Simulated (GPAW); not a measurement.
# CsPbCl3 (Pm-3m): least direct gap against volume

The cell of CsPbCl3 (Pm-3m) is scaled evenly and the response computed anew at each volume, on one mesh. The atoms keep their fractional positions.

Symmetry: Pm-3m, No. 221, cubic system. Conventional cell: a = 5.605 Å, b = 5.605 Å, c = 5.605 Å, α = 90.00°, β = 90.00°, γ = 90.00°. Pb on site b has 6 Cl at 2.80 Å as nearest neighbours. Around Cs on site a lie 12 Cl at 3.96 Å. Around Cl on site c lie 2 Pb at 2.80 Å.

Method: GPAW 26.7.0, PBE, RPA, k-mesh 6×6×6, local fields up to 50 eV, Lorentzian half width 0.15 eV.

Launch of the response step: `OMP_NUM_THREADS=1 python df.py`. The series took 75.4 min in all, its band step included, on 1 thread of Arm Neoverse N1 (shared host).

```
V/V₀  V (Å³, primitive cell)  least direct gap (eV)
0.94                  165.52                  1.560
0.97                  170.80                  1.722
1.00                  176.09                  1.866
1.03                  181.37                      ?
1.06                  186.65                  2.109
```

For small changes the quantity should be close to linear in ln V.

Working, on the rows shown:

| x = ln(V/V₀) | y = least direct gap |
| --- | --- |
| -0.0618754 | 1.56 |
| -0.0304592 | 1.722 |
| 0 | 1.866 |
| 0.0582689 | 2.109 |

Means: x̄ = -0.0085164, ȳ = 1.8142. Σ(x − x̄)(y − ȳ) = 0.03572, Σ(x − x̄)² = 0.007861. Slope = 0.03572 / 0.007861 = 4.543; intercept = ȳ − slope · x̄ = 1.8529. The line misses the rows shown by at most 0.013 eV.

Q: Predict the last column of the withheld row from the fit.

A: At x = 0.029559 the line gives y = 1.9872 eV. The run gave 1.995 eV, so the interpolation is off by 0.0078 eV, 1.4 % of the range in the table.

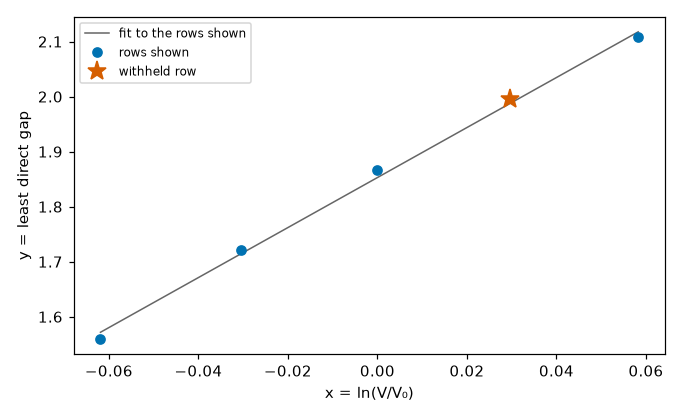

Between the rows on either side of x = 0 the slope is (1.995 − 1.722) / (0.029559 − (-0.030459)) = 4.549. That is a volume deformation potential of 4.5 eV: the least direct gap on this mesh narrows by 45 meV for each per cent of compression. Spin-orbit coupling is left out.

[Logs are printed without paths, hosts, clocks, repeated set-up lines and the standing remarks that a program may print on its own settings, such as how far it seeks lower states.]
